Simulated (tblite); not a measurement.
**Geometry relaxation, with input and output: C$_{8}$H$_{14}$Ge (part 4 of 4)**

C$_{8}$H$_{14}$Ge; GFN2-xTB geometry optimisation, gas phase (tblite 0.8.0). It belongs to a series of runs on one base structure; here: H on C replaced by nPr.

Geometry of the input (Å):
```
C  2.7168  -3.1219  -0.1488
C  1.9209  -2.0723  -0.1095
C  1.1646  -1.0407  -0.0276
C  0.3874  0.0303  0.0472
C  0.6457  1.1648  -0.8442
Ge 1.0563  2.8143  0.0644
C  -0.7105  0.0643  1.0420
C  -2.0653  0.2409  0.4572
C  -2.4490  -0.8757  -0.5037
H  3.3006  -3.3854  0.7392
H  2.7694  -3.7287  -1.0607
H  -0.1670  1.3119  -1.5948
H  1.5566  0.9187  -1.4514
H  2.6048  2.9468  0.1715
H  0.4979  2.8747  1.5093
H  0.5070  3.9743  -0.8089
H  -0.6239  -0.8954  1.6376
H  -0.5007  0.9041  1.7262
H  -2.2473  1.2516  0.0434
H  -2.7972  0.1534  1.3078
H  -1.5586  -1.3471  -0.9720
H  -3.0921  -0.4857  -1.3211
H  -2.9211  -1.6700  0.1070
```

Trajectory as extended XYZ, continued
```
23
Properties=species:S:1:pos:R:3:forces:R:3 step=130 energy=-709.83670
C     2.7523   -3.0953   -0.2094   -0.0030  -0.0040   0.0020
C     1.9504   -2.0631   -0.1381    0.0190   0.0150   0.0110
C     1.1890   -1.0662   -0.0544    0.0020  -0.0050  -0.0130
C     0.3956   -0.0170    0.0250    0.0130   0.0070  -0.0030
C     0.5655    1.1437   -0.8993    0.0110   0.0160  -0.0020
Ge    1.1072    2.8202    0.0193   -0.0170  -0.0570   0.0260
C    -0.6673    0.0644    1.0839   -0.0060   0.0040   0.0050
C    -2.0806    0.2300    0.5167   -0.0010   0.0060   0.0010
C    -2.4631   -0.9226   -0.4030   -0.0030  -0.0120  -0.0090
H     2.6556   -3.9325    0.4639   -0.0040   0.0120  -0.0090
H     3.5412   -3.1475   -0.9431   -0.0220   0.0010   0.0000
H    -0.3657    1.3464   -1.4349    0.0100  -0.0100   0.0090
H     1.3264    0.9059   -1.6462   -0.0030   0.0110   0.0000
H     2.2807    2.5974    0.9199   -0.0170   0.0090  -0.0130
H     0.0082    3.4056    0.8564    0.0140  -0.0130  -0.0290
H     1.4831    3.8560   -0.9938    0.0000   0.0100   0.0100
H    -0.6272   -0.8384    1.6974   -0.0110  -0.0010  -0.0020
H    -0.4431    0.9245    1.7283    0.0010   0.0070  -0.0040
H    -2.1531    1.1744   -0.0293    0.0100   0.0020   0.0180
H    -2.7855    0.2791    1.3503    0.0050   0.0090  -0.0120
H    -1.7758   -0.9882   -1.2444   -0.0040  -0.0080   0.0150
H    -3.4700   -0.7822   -0.7909    0.0040  -0.0130   0.0080
H    -2.4284   -1.8675    0.1359    0.0020   0.0150  -0.0090
23
Properties=species:S:1:pos:R:3:forces:R:3 step=135 energy=-709.83773
C     2.7485   -3.0983   -0.2310    0.0030   0.0020   0.0000
C     1.9522   -2.0633   -0.1433   -0.0060  -0.0030  -0.0020
C     1.1863   -1.0711   -0.0496    0.0150   0.0070   0.0020
C     0.3993   -0.0175    0.0307    0.0000  -0.0020   0.0080
C     0.5796    1.1404   -0.8957    0.0010  -0.0100   0.0030
Ge    1.0940    2.8177    0.0268    0.0060   0.0470  -0.0060
C    -0.6665    0.0723    1.0866    0.0050  -0.0030  -0.0050
C    -2.0766    0.2359    0.5114    0.0070   0.0060  -0.0010
C    -2.4640   -0.9314   -0.3885    0.0050   0.0140   0.0110
H     2.6563   -3.9420    0.4335   -0.0100  -0.0020   0.0110
H     3.5311   -3.1440   -0.9710    0.0010  -0.0010  -0.0140
H    -0.3416    1.3344   -1.4507   -0.0030  -0.0080   0.0030
H     1.3571    0.9070   -1.6261   -0.0020  -0.0120  -0.0110
H     2.2517    2.6099    0.9495   -0.0130  -0.0010   0.0010
H    -0.0236    3.4087    0.8323    0.0010  -0.0140  -0.0070
H     1.4858    3.8526   -0.9849   -0.0040  -0.0150   0.0280
H    -0.6308   -0.8259    1.7073   -0.0020   0.0050  -0.0040
H    -0.4440    0.9387    1.7239    0.0010  -0.0110  -0.0060
H    -2.1352    1.1715   -0.0507   -0.0090   0.0010  -0.0050
H    -2.7847    0.3087    1.3404    0.0000  -0.0020  -0.0110
H    -1.7556   -1.0362   -1.2073    0.0060   0.0030  -0.0120
H    -3.4561   -0.7784   -0.8065   -0.0150   0.0010  -0.0030
H    -2.4679   -1.8629    0.1727    0.0120  -0.0020   0.0210
23
Properties=species:S:1:pos:R:3:forces:R:3 step=139 energy=-709.83833
C     2.7487   -3.0971   -0.2342    0.0010  -0.0070  -0.0030
C     1.9542   -2.0613   -0.1423   -0.0100  -0.0090  -0.0120
C     1.1879   -1.0696   -0.0497    0.0130   0.0040   0.0170
C     0.3996   -0.0173    0.0306    0.0080   0.0020  -0.0070
C     0.5818    1.1396   -0.8969    0.0020   0.0050  -0.0020
Ge    1.0935    2.8175    0.0292   -0.0170  -0.0250   0.0090
C    -0.6663    0.0739    1.0859    0.0020   0.0090  -0.0040
C    -2.0753    0.2394    0.5091    0.0000   0.0050   0.0000
C    -2.4635   -0.9320   -0.3846    0.0020   0.0020  -0.0020
H     2.6540   -3.9417    0.4293    0.0070   0.0040  -0.0030
H     3.5279   -3.1413   -0.9784   -0.0010  -0.0120   0.0050
H    -0.3384    1.3329   -1.4542   -0.0020  -0.0030   0.0090
H     1.3595    0.9053   -1.6274   -0.0050  -0.0120   0.0060
H     2.2369    2.6014    0.9689   -0.0250   0.0110  -0.0090
H    -0.0382    3.4062    0.8163    0.0120  -0.0020  -0.0030
H     1.5005    3.8454   -0.9788    0.0100   0.0210   0.0060
H    -0.6329   -0.8221    1.7099    0.0040   0.0010  -0.0150
H    -0.4422    0.9412    1.7206    0.0010   0.0030   0.0080
H    -2.1304    1.1735   -0.0558   -0.0140  -0.0050  -0.0120
H    -2.7851    0.3167    1.3359    0.0030   0.0000   0.0030
H    -1.7632   -1.0325   -1.2112   -0.0020   0.0000  -0.0060
H    -3.4623   -0.7895   -0.7921    0.0070   0.0010   0.0070
H    -2.4515   -1.8618    0.1802    0.0040   0.0070   0.0060
23
Properties=species:S:1:pos:R:3:forces:R:3 step=144 energy=-709.83938
C     2.7470   -3.0994   -0.2603   -0.0070  -0.0110  -0.0030
C     1.9521   -2.0652   -0.1557    0.0130   0.0080   0.0030
C     1.1900   -1.0723   -0.0441   -0.0160  -0.0140  -0.0010
C     0.4042   -0.0180    0.0316   -0.0010   0.0040   0.0130
C     0.5973    1.1341   -0.8990   -0.0010   0.0020   0.0000
Ge    1.0793    2.8135    0.0361   -0.0010   0.0290   0.0010
C    -0.6628    0.0885    1.0838   -0.0060  -0.0010   0.0050
C    -2.0708    0.2496    0.5029    0.0000   0.0030  -0.0010
C    -2.4621   -0.9403   -0.3642    0.0000  -0.0020   0.0010
H     2.6600   -3.9464    0.4006    0.0050  -0.0120  -0.0010
H     3.5156   -3.1411   -1.0152    0.0040  -0.0080   0.0070
H    -0.3150    1.3223   -1.4704   -0.0040  -0.0080  -0.0070
H     1.3875    0.8967   -1.6140   -0.0030   0.0010  -0.0110
H     2.1631    2.5997    1.0437   -0.0110   0.0000  -0.0080
H    -0.0900    3.4173    0.7530    0.0040   0.0070   0.0010
H     1.5551    3.8333   -0.9519   -0.0020   0.0030   0.0160
H    -0.6358   -0.8015    1.7163    0.0140  -0.0030  -0.0030
H    -0.4372    0.9615    1.7110   -0.0020  -0.0040  -0.0020
H    -2.1241    1.1703   -0.0836   -0.0020   0.0040  -0.0020
H    -2.7820    0.3454    1.3268    0.0150   0.0110   0.0020
H    -1.7615   -1.0629   -1.1878   -0.0070  -0.0030   0.0040
H    -3.4602   -0.8033   -0.7748    0.0040  -0.0030   0.0010
H    -2.4543   -1.8549    0.2252    0.0040  -0.0010  -0.0130
23
Properties=species:S:1:pos:R:3:forces:R:3 step=148 energy=-709.83969
C     2.7456   -3.1006   -0.2595    0.0000   0.0040   0.0030
C     1.9545   -2.0632   -0.1556   -0.0030  -0.0040   0.0030
C     1.1893   -1.0724   -0.0439   -0.0020  -0.0010  -0.0050
C     0.4047   -0.0168    0.0320    0.0050   0.0010  -0.0090
C     0.5939    1.1349   -0.9008    0.0020  -0.0010  -0.0030
Ge    1.0786    2.8157    0.0340   -0.0050  -0.0030   0.0110
C    -0.6620    0.0883    1.0845    0.0100  -0.0010  -0.0040
C    -2.0700    0.2493    0.5036    0.0050  -0.0020   0.0010
C    -2.4608   -0.9400   -0.3649    0.0010   0.0050   0.0030
H     2.6596   -3.9465    0.4033   -0.0040  -0.0030  -0.0020
H     3.5157   -3.1444   -1.0130    0.0010  -0.0070   0.0030
H    -0.3205    1.3223   -1.4697    0.0020  -0.0100   0.0040
H     1.3807    0.8960   -1.6194    0.0000   0.0090  -0.0010
H     2.1564    2.5940    1.0467   -0.0120   0.0040  -0.0100
H    -0.0913    3.4216    0.7488    0.0070   0.0060  -0.0050
H     1.5644    3.8357   -0.9480   -0.0040   0.0050   0.0070
H    -0.6314   -0.8029    1.7151   -0.0040   0.0010   0.0020
H    -0.4363    0.9605    1.7124   -0.0040   0.0020   0.0010
H    -2.1252    1.1706   -0.0821    0.0050  -0.0030   0.0040
H    -2.7794    0.3445    1.3289    0.0020   0.0040   0.0010
H    -1.7621   -1.0597   -1.1905   -0.0010   0.0010   0.0010
H    -3.4596   -0.8036   -0.7734   -0.0030  -0.0050   0.0000
H    -2.4496   -1.8563    0.2214    0.0010  -0.0020  -0.0050
23
Properties=species:S:1:pos:R:3:forces:R:3 step=153 energy=-709.83989
C     2.7452   -3.1029   -0.2671   -0.0020  -0.0060   0.0010
C     1.9548   -2.0655   -0.1588   -0.0060  -0.0020  -0.0040
C     1.1888   -1.0756   -0.0435    0.0070   0.0040  -0.0050
C     0.4079   -0.0174    0.0322   -0.0020   0.0000   0.0080
C     0.6007    1.1333   -0.9011   -0.0020   0.0020   0.0020
Ge    1.0727    2.8164    0.0360   -0.0060   0.0060  -0.0010
C    -0.6598    0.0921    1.0832   -0.0040  -0.0020   0.0040
C    -2.0676    0.2519    0.5013    0.0010   0.0020   0.0020
C    -2.4619   -0.9428   -0.3579    0.0000  -0.0020  -0.0020
H     2.6574   -3.9523    0.3908   -0.0020  -0.0040   0.0050
H     3.5151   -3.1449   -1.0209    0.0000  -0.0020   0.0020
H    -0.3115    1.3156   -1.4747   -0.0050   0.0000  -0.0050
H     1.3915    0.8960   -1.6156    0.0060   0.0050   0.0010
H     2.1285    2.5965    1.0701    0.0040  -0.0040   0.0060
H    -0.1073    3.4305    0.7251   -0.0060   0.0050   0.0010
H     1.5827    3.8345   -0.9353   -0.0050   0.0010  -0.0040
H    -0.6320   -0.7967    1.7174    0.0060   0.0000  -0.0010
H    -0.4364    0.9666    1.7092    0.0070  -0.0040  -0.0090
H    -2.1201    1.1688   -0.0912    0.0020   0.0010  -0.0030
H    -2.7763    0.3568    1.3261    0.0030  -0.0040  -0.0010
H    -1.7684   -1.0657   -1.1873   -0.0010   0.0020   0.0010
H    -3.4640   -0.8119   -0.7607    0.0040   0.0010   0.0030
H    -2.4447   -1.8563    0.2329    0.0000   0.0010  -0.0010
23
Properties=species:S:1:pos:R:3:forces:R:3 step=157 energy=-709.84001
C     2.7445   -3.1046   -0.2640   -0.0070  -0.0050  -0.0020
C     1.9537   -2.0671   -0.1584    0.0060   0.0000   0.0010
C     1.1912   -1.0742   -0.0457   -0.0020  -0.0010  -0.0030
C     0.4089   -0.0170    0.0317    0.0030  -0.0010  -0.0090
C     0.5976    1.1344   -0.9019   -0.0010   0.0040   0.0010
Ge    1.0704    2.8179    0.0355   -0.0010   0.0000   0.0030
C    -0.6586    0.0907    1.0831    0.0060   0.0010  -0.0040
C    -2.0663    0.2517    0.5019    0.0020  -0.0030  -0.0010
C    -2.4604   -0.9418   -0.3592    0.0020   0.0020   0.0000
H     2.6540   -3.9542    0.3934   -0.0010   0.0000   0.0050
H     3.5162   -3.1480   -1.0159   -0.0040  -0.0010   0.0020
H    -0.3167    1.3132   -1.4736    0.0050   0.0050  -0.0020
H     1.3879    0.8997   -1.6182   -0.0010   0.0040   0.0070
H     2.1314    2.5926    1.0645   -0.0070   0.0040  -0.0020
H    -0.1065    3.4322    0.7307   -0.0010  -0.0010   0.0010
H     1.5766    3.8392   -0.9351   -0.0040  -0.0050  -0.0010
H    -0.6297   -0.7983    1.7170    0.0020   0.0000  -0.0010
H    -0.4343    0.9653    1.7082    0.0060   0.0010   0.0050
H    -2.1186    1.1695   -0.0895    0.0000  -0.0030   0.0020
H    -2.7748    0.3554    1.3270    0.0000  -0.0030   0.0000
H    -1.7661   -1.0626   -1.1881    0.0020  -0.0010  -0.0060
H    -3.4619   -0.8103   -0.7626   -0.0040   0.0020   0.0010
H    -2.4433   -1.8566    0.2294    0.0010   0.0010   0.0030
```

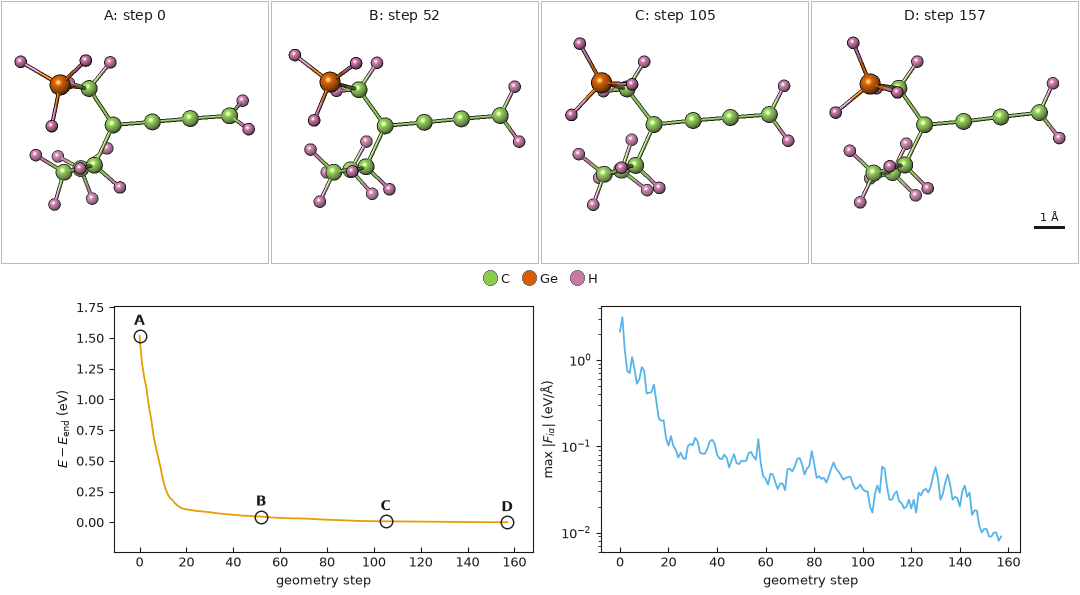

**Figure 1.** Frames of the relaxation (ball-and-stick view, seen at a tilt) above the curves, on which the letters mark them (steps are counted from 0).

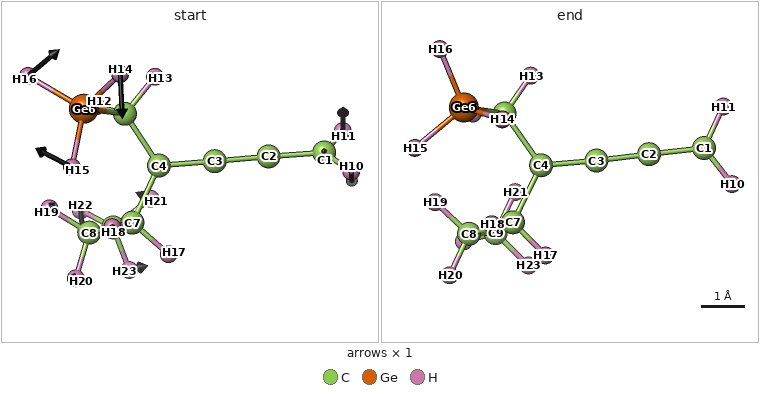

**Figure 2.** Before (left) and after (right) the relaxation, at one scale (ball-and-stick view, seen at a tilt). The black arrows give the displacements, at true length. The largest move after the best rigid fit is that of H15, 1.14 Å. Largest moves by element: H 1.14 Å, C 0.15 Å, Ge 0.03 Å. Among the contacts that change: Ge6–H14 1.558 → 1.495 Å, C5–Ge6 1.927 → 1.984 Å, Ge6–H15 1.550 → 1.499 Å, C7–C8 1.486 → 1.531 Å. Among the angles that change: H22–C9–H23 114.3° → 108.5°, H15–Ge6–H16 111.6° → 106.7°, C9–C8–H20 104.8° → 109.5°. The energy falls by 1.518 eV in 157 geometry steps. The largest force component goes from 2.1 to 0.009 eV/Å. (Atoms are counted from 1 in the order of the input.)

Summary

| quantity | value |
| --- | --- |
| outcome | converged |
| total energy | −709.8400 eV |
| hardware | 1 CPU thread, shared host |
| wall time | 2.6 s |
| peak memory | 0.18 GiB |
